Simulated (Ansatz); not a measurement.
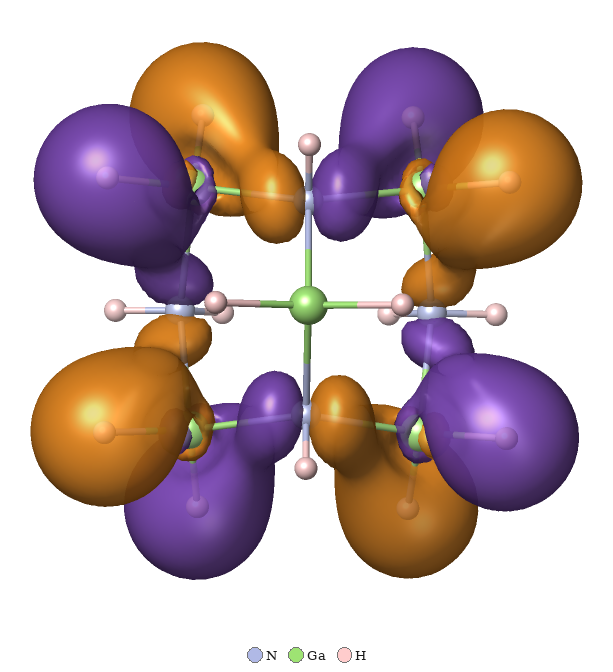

Figure. Ga$_{5}$H$_{16}$N$_{4}$ (Ga5N4 zinc blende ring disc) (charge −1). The HOMO−1 at ±0.06 Å⁻³ᐟ² (orange and purple are the two phases), seen across its widest extent.

Geometry: r2SCAN-D4/def2-SVP.

These are results of Ansatz, RKS PBE0-D4/def2-TZVP, not measurements.

The calculation's input:

```
crystal:
  periodic: [false, false, false]
  atoms:
    - {symbol: N, position_ang: [-1.102745, -1.103783, 0.819376]}
    - {symbol: N, position_ang: [1.301865, -1.293610, -1.145231]}
    - {symbol: N, position_ang: [-1.297139, 1.289312, -1.149996]}
    - {symbol: N, position_ang: [1.100440, 1.105738, 0.819792]}
    - {symbol: Ga, position_ang: [-2.436408, -0.070145, -0.183944]}
    - {symbol: Ga, position_ang: [-0.067999, -2.431121, -0.191110]}
    - {symbol: Ga, position_ang: [0.000143, -0.000556, 2.062992]}
    - {symbol: Ga, position_ang: [2.435333, 0.074560, -0.184219]}
    - {symbol: Ga, position_ang: [0.063665, 2.432243, -0.189904]}
    - {symbol: H, position_ang: [-1.663753, -1.669556, 1.468397]}
    - {symbol: H, position_ang: [0.866646, -0.855877, -1.961349]}
    - {symbol: H, position_ang: [1.966394, -1.956954, -1.554224]}
    - {symbol: H, position_ang: [-1.957926, 1.949080, -1.570644]}
    - {symbol: H, position_ang: [-0.854426, 0.844430, -1.958167]}
    - {symbol: H, position_ang: [1.661030, 1.671647, 1.469052]}
    - {symbol: H, position_ang: [-3.103982, -0.932833, -1.339869]}
    - {symbol: H, position_ang: [-3.382186, 0.756941, 0.774499]}
    - {symbol: H, position_ang: [-0.927606, -3.086215, -1.356445]}
    - {symbol: H, position_ang: [0.751362, -3.387243, 0.763924]}
    - {symbol: H, position_ang: [0.963281, -0.961599, 2.878631]}
    - {symbol: H, position_ang: [-0.960845, 0.958062, 2.883843]}
    - {symbol: H, position_ang: [3.387142, -0.745557, 0.774370]}
    - {symbol: H, position_ang: [3.096094, 0.936418, -1.344683]}
    - {symbol: H, position_ang: [-0.762970, 3.382015, 0.765087]}
    - {symbol: H, position_ang: [0.924572, 3.094605, -1.350167]}
basis:
  gaussian: {orbitals: def2-TZVP, fitting: {mean_field: def2-universal-jkfit}, initial_orbitals: start.molden}
total_charge: -1
hamiltonian: {xc: pbe0, dispersion: d4}
scf: {omitted_lower_state_checks: [starts]}
output: {orbitals: {seedname: orbitals}}
```

Launched as:

```sh
ansatz run in.yaml --threads 2 --pin off --events-out ev --progress --plain --max-ram 22528MiB --backend cuda --devices 0, --max-vram 18GiB
```

**Describe this orbital and give its energy.**

Its weight (Hirshfeld) is mainly on Ga6 (about 10 %), Ga8 (about 10 %), Ga5 (about 10 %), Ga9 (about 10 %), H22 (about 5 %), H24 (about 5 %), H19 (about 5 %) and H17 (about 5 %). Its energy is −3.99 eV.
